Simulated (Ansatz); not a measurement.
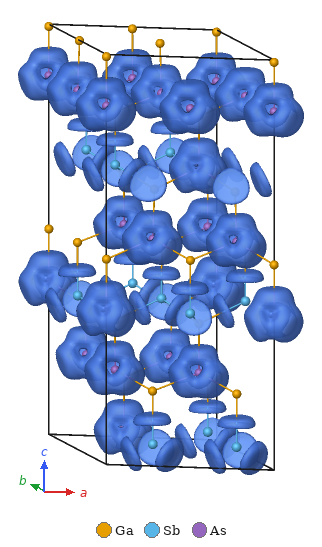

*Ga$_{8}$Sb$_{3}$As$_{5}$. Isosurface of the ELF at 0.6 (blue), seen slightly off an axis. Only the valence region is drawn (cores and ρ < 0.01 e/Å³ removed). Sticks mark near contacts.*

Space group R3m; a generated structure, not necessarily the stable one.

Method: DFT HSE06, scalar-relativistic, plane waves, PAW (Ansatz 0.2.0).

In a PAW calculation such maps are meaningful between the atoms, not at the nuclei.

Question: What do the ELF domains correspond to?

Answer: The ELF exceeds this value in 36 regions between bonded Ga–Sb atoms (shared pairs) and 15 regions on As in which the atom's valence shell and bonds are merged, counted in one cell of 48 atoms. Any copies at cell faces, edges or corners count once.

Values along the shortest contacts:
Ga–As (2.42 Å): the ELF peaks at about 0.80 between the atoms (a covalent bond). Ga–Sb (2.56 Å): the ELF peaks at about 0.75 between the atoms.
